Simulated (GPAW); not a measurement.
**Run report: GeH4SO, spin states calculation (part 2 of 3)**

Continued. System: GeH4SO, SMILES [OH][GeH2][SH]. Method: PBEsol/dz(dzp), scalar-relativistic datasets (GPAW 26.7.0). The geometry comes from this level: GFN2-xTB.

Geometry of the input (Å):
```
O  -1.5239  -0.6570  -0.0242
Ge -0.0469  0.2523  -0.1024
S  1.4220  -1.1654  0.6825
H  -2.3342  -0.2484  -0.3177
H  0.2191  0.6475  -1.5447
H  -0.1848  1.5019  0.7501
H  2.4487  -0.3310  0.5564
```

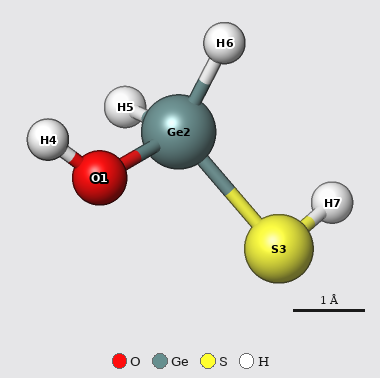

*The structure (ball-and-stick view, seen at a tilt; atoms are numbered from 1 in the order of the input). Sticks mark near contacts.*

Output, continued
```
Energy contributions:
  Kinetic:          61.324875
  Coulomb:         -55.581757
  Zero:              0.329452
  External:          0.000000
  Xc:              -30.546780
  Entropy:          -0.000000
  Spinorbit:         0.000000
  ----------------------------
  Free energy:     -24.474210
  Extrapolated:    -24.474210

dipole moment: (-0.000322, 0.666628, -0.243501)  # |e|*Ang

Fermi level: -3.732
Eigenvalues  # (at kpt = [0.000, 0.000, 0.000])
| band index |      eig [eV] | occ [0-2] |
|------------|---------------|-----------|
|          0 |       -24.938 |     2.000 |
|        ... |               |           |
|          2 |       -14.680 |     2.000 |
|          3 |       -11.711 |     2.000 |
|          4 |       -10.218 |     2.000 |
|          5 |        -9.424 |     2.000 |
|          6 |        -8.273 |     2.000 |
|          7 |        -7.367 |     2.000 |
|          8 |        -6.702 |     2.000 |
|          9 |        -5.890 |     2.000 |
|         10 |        -0.604 |     0.000 |
|         11 |        -0.075 |     0.000 |
|         12 |         0.809 |     0.000 |
|         13 |         2.041 |     0.000 |
|         14 |         2.785 |     0.000 |
|         15 |         3.249 |     0.000 |

Gap: 5.285 eV
Transition (v -> c):
  (s=0, k=0, n=9, [0.00, 0.00, 0.00]) -> (s=0, k=0, n=10, [0.00, 0.00, 0.00])
No difference between direct/indirect transitions
vacuum-level: 0.000  # V
singlet       -24.47421 eV
  __  _  _
 | _ |_)|_||  |
 |__||  | ||/\| - 26.7.0

units:  Angstrom and eV
cores:  1
OpenMP: False

Versions:
  Python: 3.12.14
  ASE:    3.29.0
  Numpy:  2.5.5
  Scipy:  1.18.1
  Libxc:  7.0.0

        _gpaw.cpython-312-aarch64-linux-gnu.so

Input parameters:
  mode=LCAO(),
  basis={'default': 'dz(dzp)'},
  charge=0.0,
  convergence={'density': 0.01, 'eigenstates': 0.0001, 'energy': 0.01},
  h=0.3,
  maxiter=100,
  occupations=Occupations(name='fermi-dirac', width=0.01, fixmagmom=True),
  symmetry=Symmetry(point_group=False, time_reversal=False),
  xc=XC(name='PBEsol')

timing:  # [seconds]
  Total: 5.336  # ━━━━━━━━━━━━━━━━━━━━━━━━━━━━━━━━━━━━━━━━━━━━━━━━━━━━━━━━━━━
  Init:  2.956  # ━━━━━━━━━━━━━━━━━━━━━━━━━━━━━━━━╸
  SCF:   2.268  # ━━━━━━━━━━━━━━━━━━━━━━━━━

Max RSS: 287.637  # MiB
         .-----------------------------------.
        /|                                   |
       / |                                   |
      /  |                                   |
     /   |                                   |
    /    |                                   |
   /     |                                   |
  /      |                                   |
 *       |                                   |
 |       |             H                     |
 |       |                                   |
 |       |             GeS   H               |
 |       |       H O                         |
 |       |              H                    |
 |       |                                   |
 |       .-----------------------------------.
 |      /                                   /
 |     /                                   /
 |    /                                   /
 |   /                                   /
 |  /                                   /
 | /                                   /
 |/                                   /
 *-----------------------------------*

Atoms  # Å, Bohr magnetons
|   | symbol |        x |        y |        z |    initial magnetic moments |
|---|--------|----------|----------|----------|-----------------------------|
| 0 |      O | 5.810260 | 5.508350 | 6.520480 | ( 0.0000,  0.0000,  0.2857) |
| 1 |     Ge | 7.287330 | 6.417680 | 6.442330 | ( 0.0000,  0.0000,  0.2857) |
| 2 |      S | 8.756180 | 5.000000 | 7.227220 | ( 0.0000,  0.0000,  0.2857) |
| 3 |      H | 5.000000 | 5.917000 | 6.226940 | ( 0.0000,  0.0000,  0.2857) |
| 4 |      H | 7.553330 | 6.812870 | 5.000000 | ( 0.0000,  0.0000,  0.2857) |
| 5 |      H | 7.149420 | 7.667280 | 7.294810 | ( 0.0000,  0.0000,  0.2857) |
| 6 |      H | 9.782880 | 5.834330 | 7.101040 | ( 0.0000,  0.0000,  0.2857) |

Unit cell  # Å
| periodic |         x |         y |         z |   lengths |    angles |
|----------|-----------|-----------|-----------|-----------|-----------|
|       no | 14.782880 |  0.000000 |  0.000000 | 14.782880 | 90.000000 |
|       no |  0.000000 | 12.667280 |  0.000000 | 12.667280 | 90.000000 |
|       no |  0.000000 |  0.000000 | 12.294810 | 12.294810 | 90.000000 |

Number of symmetries: 1
Symmetry operations  # r_c * U_cc + t_c -> r_c
|   | kind |            matrix            |
|---|------|------------------------------|
| 0 |  E   |  1, 0, 0,  0, 1, 0,  0, 0, 1 |

BZ-sampling:
  Number of BZ points: 1
  Number of IBZ points: 1

  Monkhorst-Pack size: [1, 1, 1]
  Monkhorst-Pack shift: [0, 0, 0]

K-points  # in reciprocal-cell coordinates
|   |                                coordinates |     weight |
|---|--------------------------------------------|------------|
| 0 | (  0.00000000,   0.00000000,   0.00000000) | 1.00000000 |

basis functions: 32
Spin-components: 2 (collinear spins)
Bands:           16
Projectors:      27
Spin-degeneracy: 1
Datatype:        <class 'float'>

  Storage: CPU
  Wave functions: 8_192 bytes (8_192 per core)

Parallelization:
  kpt:    1
  domain: 1
  band:   1

Density:
  Valence electrons: 20.0
  Components: 2
  Grid points: [48 44 40]
  Charge: 0.0  # |e|

Potential:
  Grid points: [48 44 40]

species:
  O:
    name:    Oxygen
    Z:       8.0
    valence: 6
    core:    2
    charge:  0.0  # [|e|]
    file:    O.PBEsol
    compensation charges:
      type: gauss
      rc: 0.21  # [Å]
      lmax: 2
    cutoffs:
      filter: 1.17  # [Å]
      core: 0.83  # [Å]
    projectors
    | kind |    occ | energy [eV] | rcut [Å] |
    |------|--------|-------------|----------|
    |   2s |  2.000 |     -23.808 |    0.688 |
    |   2p |  4.000 |      -8.972 |    0.598 |
    |    s |        |       3.404 |    0.688 |
    |    p |        |      18.239 |    0.598 |
    |    d |        |       0.000 |    0.619 |

    LCAO basis set for O:
      Name: dz(dzp)
      File: O.dzp.basis.gz
      Number of radial functions: 4
      Number of spherical harmonics: 8
        l=0, rc=4.3438 Bohr: 2s-sz confined orbital
        l=1, rc=5.3906 Bohr: 2p-sz confined orbital
        l=0, rc=2.2969 Bohr: 2s-dz split-valence wave
        l=1, rc=2.8906 Bohr: 2p-dz split-valence wave
      Number of RI-basis functions 0

  Ge:
    name:    Germanium
    Z:       32.0
    valence: 4
    core:    28
    charge:  0.0  # [|e|]
    file:    Ge.PBEsol
    compensation charges:
      type: gauss
      rc: 0.32  # [Å]
      lmax: 2
    cutoffs:
      filter: 1.77  # [Å]
      core: 3.42  # [Å]
    projectors
    | kind |    occ | energy [eV] | rcut [Å] |
    |------|--------|-------------|----------|
    |   4s |  2.000 |     -11.738 |    1.005 |
    |   4p |  2.000 |      -3.898 |    1.005 |
    |    s |        |      15.473 |    1.005 |
    |    p |        |      23.314 |    1.005 |
    |    d |        |       0.000 |    1.005 |

    LCAO basis set for Ge:
      Name: dz(dzp)
      File: Ge.dzp.basis.gz
      Number of radial functions: 4
      Number of spherical harmonics: 8
        l=0, rc=6.6406 Bohr: 4s-sz confined orbital
        l=1, rc=8.9688 Bohr: 4p-sz confined orbital
        l=0, rc=3.7500 Bohr: 4s-dz split-valence wave
        l=1, rc=5.3281 Bohr: 4p-dz split-valence wave
      Number of RI-basis functions 0

  S:
    name:    Sulfur
    Z:       16.0
    valence: 6
    core:    10
    charge:  0.0  # [|e|]
    file:    S.PBEsol
    compensation charges:
      type: gauss
      rc: 0.24  # [Å]
      lmax: 2
    cutoffs:
      filter: 1.77  # [Å]
      core: 1.66  # [Å]
    projectors
    | kind |    occ | energy [eV] | rcut [Å] |
    |------|--------|-------------|----------|
    |   3s |  2.000 |     -17.192 |    0.974 |
    |   3p |  4.000 |      -6.978 |    0.979 |
    |    s |        |      10.020 |    0.974 |
    |    p |        |      20.234 |    0.979 |
    |    d |        |       0.000 |    0.900 |

    LCAO basis set for S:
      Name: dz(dzp)
      File: S.dzp.basis.gz
      Number of radial functions: 4
      Number of spherical harmonics: 8
        l=0, rc=5.5156 Bohr: 3s-sz confined orbital
        l=1, rc=6.9375 Bohr: 3p-sz confined orbital
        l=0, rc=3.0469 Bohr: 3s-dz split-valence wave
        l=1, rc=3.9375 Bohr: 3p-dz split-valence wave
      Number of RI-basis functions 0

  H:
    name:    Hydrogen
    Z:       1.0
    valence: 1
    core:    0
    charge:  0.0  # [|e|]
    file:    H.PBEsol
    compensation charges:
      type: gauss
      rc: 0.15  # [Å]
      lmax: 2
    cutoffs:
      filter: 0.85  # [Å]
      core: 0.53  # [Å]
    projectors
    | kind |    occ | energy [eV] | rcut [Å] |
    |------|--------|-------------|----------|
    |   1s |  1.000 |      -6.334 |    0.476 |
    |    s |        |      20.878 |    0.476 |
    |    p |        |       0.000 |    0.476 |

    LCAO basis set for H:
      Name: dz(dzp)
      File: H.dzp.basis.gz
      Number of radial functions: 2
      Number of spherical harmonics: 2
        l=0, rc=6.4219 Bohr: 1s-sz confined orbital
        l=0, rc=3.6094 Bohr: 1s-dz split-valence wave
      Number of RI-basis functions 0

Reference energy: -69978.903856  # eV

eigensolver:
  <gpaw.new.lcao.eigensolver.LCAOEigensolver object at 0xff868d8aeb40>
density mixing:
  MSR1-Mixer
  Pratt-step length: 0.05
  Maximum mixing coefficient: 0.75
  Old densities: 10
  SVD Regularization: 0.005
  Good broyden scale: 1.0
  Trust region scale: 1.0
  Backstep threshold: 4.0
  History deletion threshold: 6.0
  Fourier metric: weight=20.0, sigma=0.015

occupation numbers:
  Fixed magnetic moment: 2.000
  Fermi-Dirac:
    width: 0.0100  # eV

FastPoissonSolver using
    Stencil: 6*3+1=19 point O(h^6) finite-difference Laplacian
    FFT axes: []
    FST axes: [np.int64(2), np.int64(1), np.int64(0)]

xc functional:
  name: PBEsol with 2 nearest neighbor stencil
interpolation: tri-quintic # 5. degree polynomial

         .-----------------------------------.
        /|                                   |
       / |                                   |
      /  |                                   |
     /   |                                   |
    /    |                                   |
   /     |                                   |
  /      |                                   |
 *       |                                   |
 |       |             H                     |
 |       |                                   |
 |       |             GeS   H               |
 |       |       H O                         |
 |       |              H                    |
 |       |                                   |
 |       .-----------------------------------.
 |      /                                   /
 |     /                                   /
 |    /                                   /
 |   /                                   /
 |  /                                   /
 | /                                   /
 |/                                   /
 *-----------------------------------*

Atoms  # Å, Bohr magnetons
|   | symbol |        x |        y |        z |    initial magnetic moments |
|---|--------|----------|----------|----------|-----------------------------|
| 0 |      O | 5.810260 | 5.508350 | 6.520480 | ( 0.0000,  0.0000,  0.2857) |
| 1 |     Ge | 7.287330 | 6.417680 | 6.442330 | ( 0.0000,  0.0000,  0.2857) |
| 2 |      S | 8.756180 | 5.000000 | 7.227220 | ( 0.0000,  0.0000,  0.2857) |
| 3 |      H | 5.000000 | 5.917000 | 6.226940 | ( 0.0000,  0.0000,  0.2857) |
| 4 |      H | 7.553330 | 6.812870 | 5.000000 | ( 0.0000,  0.0000,  0.2857) |
| 5 |      H | 7.149420 | 7.667280 | 7.294810 | ( 0.0000,  0.0000,  0.2857) |
| 6 |      H | 9.782880 | 5.834330 | 7.101040 | ( 0.0000,  0.0000,  0.2857) |

Unit cell  # Å
| periodic |         x |         y |         z |   lengths |    angles |
|----------|-----------|-----------|-----------|-----------|-----------|
|       no | 14.782880 |  0.000000 |  0.000000 | 14.782880 | 90.000000 |
|       no |  0.000000 | 12.667280 |  0.000000 | 12.667280 | 90.000000 |
|       no |  0.000000 |  0.000000 | 12.294810 | 12.294810 | 90.000000 |

Number of symmetries: 1
Symmetry operations  # r_c * U_cc + t_c -> r_c
|   | kind |            matrix            |
|---|------|------------------------------|
| 0 |  E   |  1, 0, 0,  0, 1, 0,  0, 0, 1 |

BZ-sampling:
  Number of BZ points: 1
  Number of IBZ points: 1

  Monkhorst-Pack size: [1, 1, 1]
  Monkhorst-Pack shift: [0, 0, 0]

K-points  # in reciprocal-cell coordinates
|   |                                coordinates |     weight |
|---|--------------------------------------------|------------|
| 0 | (  0.00000000,   0.00000000,   0.00000000) | 1.00000000 |

basis functions: 32
Spin-components: 2 (collinear spins)
Bands:           16
Projectors:      27
Spin-degeneracy: 1
Datatype:        <class 'float'>

  Storage: CPU
  Wave functions: 8_192 bytes (8_192 per core)

Parallelization:
  kpt:    1
  domain: 1
  band:   1

Density:
  Valence electrons: 20.0
  Components: 2
  Grid points: [48 44 40]
  Charge: 0.0  # |e|

Potential:
  Grid points: [48 44 40]

species:
  O:
    name:    Oxygen
    Z:       8.0
    valence: 6
    core:    2
    charge:  0.0  # [|e|]
    file:    O.PBEsol
    compensation charges:
      type: gauss
      rc: 0.21  # [Å]
      lmax: 2
    cutoffs:
      filter: 1.17  # [Å]
      core: 0.83  # [Å]
    projectors
    | kind |    occ | energy [eV] | rcut [Å] |
    |------|--------|-------------|----------|
    |   2s |  2.000 |     -23.808 |    0.688 |
    |   2p |  4.000 |      -8.972 |    0.598 |
    |    s |        |       3.404 |    0.688 |
    |    p |        |      18.239 |    0.598 |
    |    d |        |       0.000 |    0.619 |

    LCAO basis set for O:
      Name: dz(dzp)
      File: O.dzp.basis.gz
      Number of radial functions: 4
      Number of spherical harmonics: 8
        l=0, rc=4.3438 Bohr: 2s-sz confined orbital
        l=1, rc=5.3906 Bohr: 2p-sz confined orbital
        l=0, rc=2.2969 Bohr: 2s-dz split-valence wave
        l=1, rc=2.8906 Bohr: 2p-dz split-valence wave
      Number of RI-basis functions 0

  Ge:
    name:    Germanium
    Z:       32.0
    valence: 4
    core:    28
    charge:  0.0  # [|e|]
    file:    Ge.PBEsol
    compensation charges:
      type: gauss
      rc: 0.32  # [Å]
      lmax: 2
    cutoffs:
      filter: 1.77  # [Å]
      core: 3.42  # [Å]
    projectors
    | kind |    occ | energy [eV] | rcut [Å] |
    |------|--------|-------------|----------|
    |   4s |  2.000 |     -11.738 |    1.005 |
    |   4p |  2.000 |      -3.898 |    1.005 |
    |    s |        |      15.473 |    1.005 |
    |    p |        |      23.314 |    1.005 |
    |    d |        |       0.000 |    1.005 |

    LCAO basis set for Ge:
      Name: dz(dzp)
      File: Ge.dzp.basis.gz
      Number of radial functions: 4
      Number of spherical harmonics: 8
        l=0, rc=6.6406 Bohr: 4s-sz confined orbital
        l=1, rc=8.9688 Bohr: 4p-sz confined orbital
        l=0, rc=3.7500 Bohr: 4s-dz split-valence wave
        l=1, rc=5.3281 Bohr: 4p-dz split-valence wave
      Number of RI-basis functions 0

  S:
    name:    Sulfur
    Z:       16.0
    valence: 6
    core:    10
    charge:  0.0  # [|e|]
    file:    S.PBEsol
    compensation charges:
      type: gauss
      rc: 0.24  # [Å]
      lmax: 2
    cutoffs:
      filter: 1.77  # [Å]
      core: 1.66  # [Å]
    projectors
    | kind |    occ | energy [eV] | rcut [Å] |
    |------|--------|-------------|----------|
    |   3s |  2.000 |     -17.192 |    0.974 |
    |   3p |  4.000 |      -6.978 |    0.979 |
    |    s |        |      10.020 |    0.974 |
    |    p |        |      20.234 |    0.979 |
    |    d |        |       0.000 |    0.900 |

    LCAO basis set for S:
      Name: dz(dzp)
      File: S.dzp.basis.gz
      Number of radial functions: 4
      Number of spherical harmonics: 8
        l=0, rc=5.5156 Bohr: 3s-sz confined orbital
        l=1, rc=6.9375 Bohr: 3p-sz confined orbital
        l=0, rc=3.0469 Bohr: 3s-dz split-valence wave
        l=1, rc=3.9375 Bohr: 3p-dz split-valence wave
      Number of RI-basis functions 0

  H:
    name:    Hydrogen
    Z:       1.0
    valence: 1
    core:    0
    charge:  0.0  # [|e|]
    file:    H.PBEsol
    compensation charges:
      type: gauss
      rc: 0.15  # [Å]
      lmax: 2
    cutoffs:
      filter: 0.85  # [Å]
      core: 0.53  # [Å]
    projectors
    | kind |    occ | energy [eV] | rcut [Å] |
    |------|--------|-------------|----------|
    |   1s |  1.000 |      -6.334 |    0.476 |
    |    s |        |      20.878 |    0.476 |
    |    p |        |       0.000 |    0.476 |

    LCAO basis set for H:
      Name: dz(dzp)
      File: H.dzp.basis.gz
      Number of radial functions: 2
      Number of spherical harmonics: 2
        l=0, rc=6.4219 Bohr: 1s-sz confined orbital
        l=0, rc=3.6094 Bohr: 1s-dz split-valence wave
      Number of RI-basis functions 0

Reference energy: -69978.903856  # eV

eigensolver:
  <gpaw.new.lcao.eigensolver.LCAOEigensolver object at 0xff868d7aedb0>
density mixing:
  MSR1-Mixer
  Pratt-step length: 0.05
  Maximum mixing coefficient: 0.75
  Old densities: 10
  SVD Regularization: 0.005
  Good broyden scale: 1.0
  Trust region scale: 1.0
  Backstep threshold: 4.0
  History deletion threshold: 6.0
  Fourier metric: weight=20.0, sigma=0.015

occupation numbers:
  Fixed magnetic moment: 2.000
  Fermi-Dirac:
    width: 0.0100  # eV
```
